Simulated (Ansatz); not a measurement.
# C4H7NSi (SMILES [SiH3]n1cccc1): what the fields show

Input

```
crystal:
  periodic: [false, false, false]
  atoms:
    - {symbol: C, position_ang: [-0.715984, 0.691392, 0.001899]}
    - {symbol: C, position_ang: [-0.427908, 0.013394, 1.175947]}
    - {symbol: C, position_ang: [-0.345966, -1.378628, 0.852966]}
    - {symbol: C, position_ang: [-0.586615, -1.499875, -0.506572]}
    - {symbol: "N", position_ang: [-0.820502, -0.232761, -1.034070]}
    - {symbol: Si, position_ang: [-1.008765, 0.157259, -2.762878]}
    - {symbol: H, position_ang: [0.318380, 0.408691, -3.421247]}
    - {symbol: H, position_ang: [-1.855037, 1.391733, -2.850609]}
    - {symbol: H, position_ang: [-1.677911, -1.017666, -3.410351]}
    - {symbol: H, position_ang: [-0.867824, 1.761145, -0.183951]}
    - {symbol: H, position_ang: [-0.303618, 0.468607, 2.165279]}
    - {symbol: H, position_ang: [-0.146384, -2.204892, 1.544987]}
    - {symbol: H, position_ang: [-0.623066, -2.388835, -1.147133]}
basis:
  gaussian:
    orbitals: def2-SVPD
hamiltonian:
  xc: {name: PBE0}
output: {forces: true, orbitals: {seedname: orbitals}}
```

Command:

```sh
ansatz run input.yaml --threads 2 --pin off --max-ram 5220MiB --events-out events.jsonl --progress --plain --runs-dir runs
```

Geometry: PBE-D3(BJ)/def2-SVP.

These are results of isolated molecule in a Gaussian basis; Kohn-Sham density functional theory, functional PBE0 in Ansatz 0.2.0, not measurements.

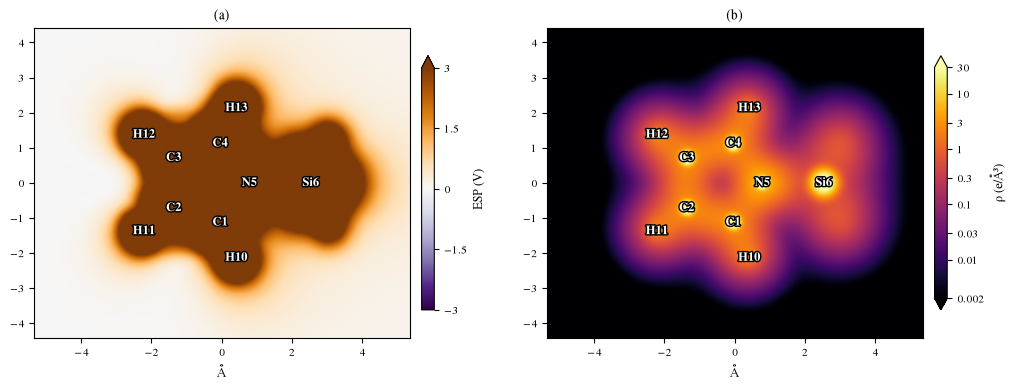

Figure 1. (a) molecular electrostatic potential; (b) total electron density on the plane of atoms C3, C4 and N5.

Question: Describe what can be read from this map.

Answer: The plane passes through C, N, Si and H nuclei. C–C (1.39 Å): ρ is about 2.1 e/Å³ halfway. C–N (1.39 Å): ρ is about 2.2 e/Å³ halfway. Si–N (1.78 Å): the density is about 0.99 e/Å³ at the midpoint. C–H (1.10 Å): ρ is about 1.9 e/Å³ halfway. C–C (1.43 Å): ρ at the midpoint is about 1.9 e/Å³. The potential has no marked negative region in this plane.

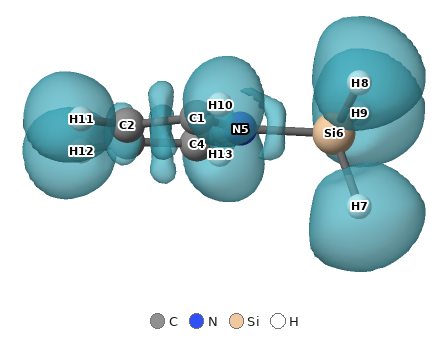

Figure 2. Isosurface of the ELF at 0.85 (cyan), seen from one side. Only the valence region is drawn (cores and ρ < 0.01 e/Å³ removed).

Question: Identify the bonds, lone pairs and shells in this picture.

Answer: The ELF exceeds this value in three regions between bonded C–C atoms (shared pairs), two regions between bonded C–N atoms (shared pairs), one region between bonded N–Si atoms (shared pairs) and seven regions around hydrogen nuclei. Profiles from the grid: C–C (1.39 Å): the ELF peaks at about 0.95 between the atoms (a covalent bond). C–N (1.39 Å): the ELF peaks at about 0.90 between the atoms, as expected for a covalent bond.

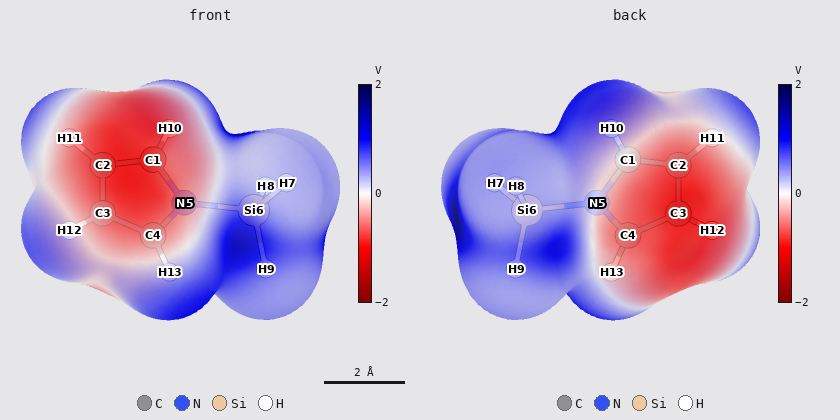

Figure 3. The electrostatic potential painted on the density surface at 0.002 e/bohr³, seen from the front and from behind; the colour scale runs from red (negative) to blue (positive).

Question: Where is the surface potential most negative and most positive?

Answer: The most negative region (about −1.0 V) lies over the π face of C2, C3 and C4, the most positive (about +1.6 V) over Si6.

Question: What dipole moment does the calculation give?

Answer: Its dipole moment is 1.35 D.
